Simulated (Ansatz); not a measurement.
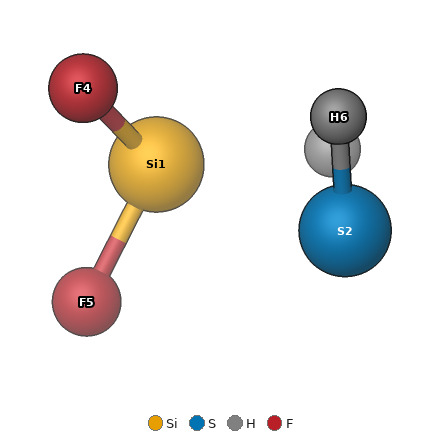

The system is the reacting system F2H2SSi (fragments F₂H₂SSi where the first distance is long, F₂Si + H₂S where the second is long); the picture shows the reference structure. First axis: distance S2–H3 (bond that forms). Second axis: distance Si1–H3 (bond that breaks). Relaxed at each point: all other coordinates. Grid: 12 × 12 points. Points are written as (first, second). All energies are given in kJ/mol relative to the lowest grid point. Energies and slopes of some neighbouring points disagree (a jump in structure or state, or too coarse a mesh). The reference is spin-restricted, so regions where a bond is pulled apart into radicals lie too high. Method: RKS PBE0-D4/def2-SVP in Ansatz 0.2.0.

Its coordinates:

```json
{"atom": "Si", "x (Å)": "-0.4674", "y (Å)": "0.8842", "z (Å)": "-0.2127"}
{"atom": "S", "x (Å)": "0.5915", "y (Å)": "-1.4101", "z (Å)": "-0.2948"}
{"atom": "H", "x (Å)": "1.0434", "y (Å)": "0.1580", "z (Å)": "-1.0379"}
{"atom": "F", "x (Å)": "-0.5238", "y (Å)": "0.9872", "z (Å)": "1.4099"}
{"atom": "F", "x (Å)": "-1.9669", "y (Å)": "0.4499", "z (Å)": "-0.6560"}
{"atom": "H", "x (Å)": "1.3232", "y (Å)": "-1.0692", "z (Å)": "0.7916"}
```

Range: distance S2–H3 (bond that forms) from 1.224 to 2.724 Å; distance Si1–H3 (bond that breaks) from 1.278 to 2.778 Å.

Predict the map.

Answer. The lowest grid point is at (2.724 Å, 1.456 Å). It lies at the edge of the scanned range, so the true minimum may lie outside. The highest grid point, (1.224 Å, 1.278 Å), lies 497 kJ/mol above the lowest.

```
second ↓, first →  1.224  1.299  1.402  1.520  1.648  1.784  1.927  2.077  2.231  2.391  2.556  2.724
            2.778    180    158    157    182    225    277    333    242    236    233    233    147
            2.610    183    161    160    185    227    291    347    401    450    451    422    146
            2.445    189    167    166    189    242    292    345    396    425    403    369    338
            2.285    198    175    183    205    243    290    339    383    380    347    311    280
            2.131    219    194    189    208    243    285    330    350    325    287    250    219
            1.981    232    205    197    211    241    280    314    302    265    224    187    157
            1.838    249    219    207    217    242    274    282    250    206    164    128     99
            1.702    274    241    224    228    246    266    244    200    154    111     76     50
            1.574    310    274    251    249    259    253    212    161    113     71     38     15
            1.456    361    322    294    283    281    248    196    141     92     52     21      0
            1.353    429    386    352    334    313    262    202    145     96     57     29     11
            1.278    497    452    414    388    351    290    226    168    120     82     56     41
```

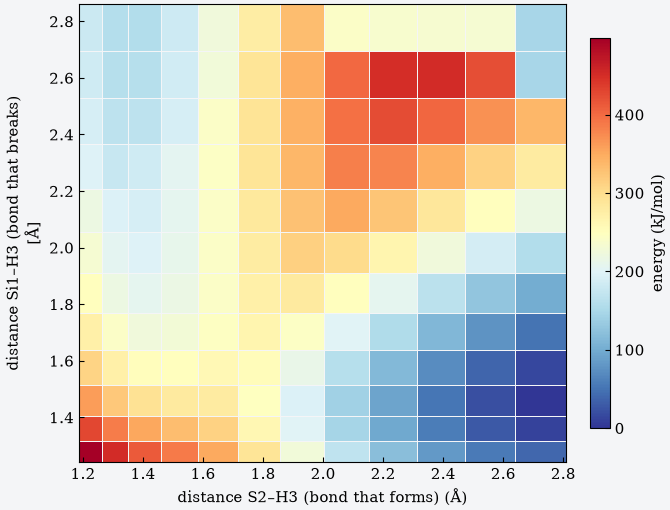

The picture shows one coloured cell a grid point.

The whole map (144 points run) took 36 min on 1 thread of Arm Neoverse V1, with other jobs on the host.
